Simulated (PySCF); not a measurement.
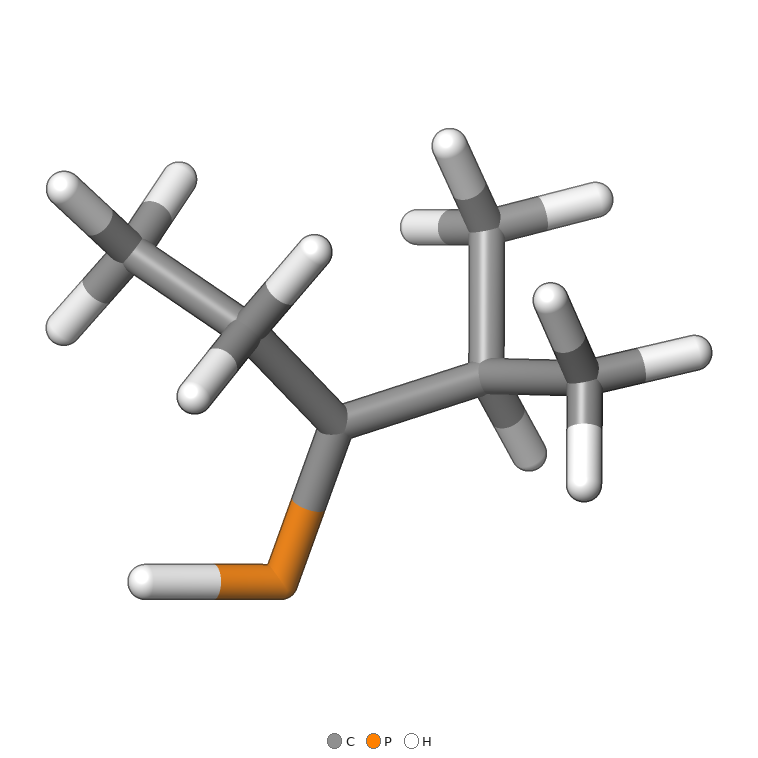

The geometry was computed by an optimisation with GFN2-xTB. No frequency run is at hand to confirm it as a minimum. Level of theory: PBE0/def2-SVPD, gas phase (PySCF 2.14.0). Excitations: vertical, linear response.

What does the calculation give?

The species is C6H13P (`[H]/P=C(\CC)C(C)C`).
- dipole moment: 1.87 D
- HOMO energy (Kohn–Sham orbital): −6.80 eV
- LUMO energy (Kohn–Sham orbital): −1.33 eV
- HOMO–LUMO gap: 5.48 eV
- mean static polarisability: 100.6 bohr³
- lowest vertical singlet excitation: 4.78 eV
- its oscillator strength: 0.009
- brightest of the 8 lowest singlets: 5.12 eV
- its oscillator strength: 0.25

The geometry is semi-empirical. Around P such bond lengths and angles can be off by a tenth of an ångström or more and by several degrees, and values that hang on the shape move with them.
